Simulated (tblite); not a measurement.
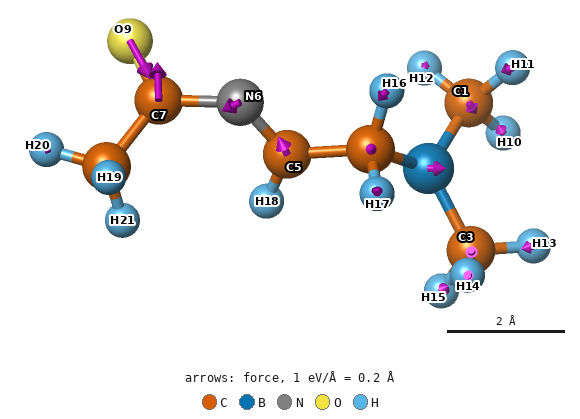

Starting geometry of C6H12BNO with the computed forces as purple arrows. A ball-and-stick model, seen at a tilt.

Method: GFN2-xTB geometry optimisation, gas phase in tblite 0.8.0. 

Question: Is this structure relaxed? If not, where do the atoms go?

Answer: It isn't relaxed: the largest force vector, on the O atom, is 4.30 eV/Å. The final displacements have little in common with the starting forces (cosine between the two patterns 0.13). The atom that moves furthest after the best rigid fit is the O atom (1.93 Å). By element the largest moves are O 1.93 Å, H 1.69 Å, C 0.87 Å, N 0.72 Å, B 0.26 Å. Some distances before and after: C–N 1.424 → 1.356 Å, C–O 1.275 → 1.211 Å, C–H 1.126 → 1.087 Å, B–C 1.578 → 1.608 Å. Among the angles between lasting bonds that change: C–N–C 124.8° → 135.6°, N–C–C 120.6° → 112.9°, H–C–H 113.6° → 106.2°. Groups turn about C–N by about 45°, C–C by about 40°. Over 154 geometry steps the energy falls by 0.892 eV. Cost: 2 s on 1 thread of Arm Neoverse N1, with other jobs on the host.
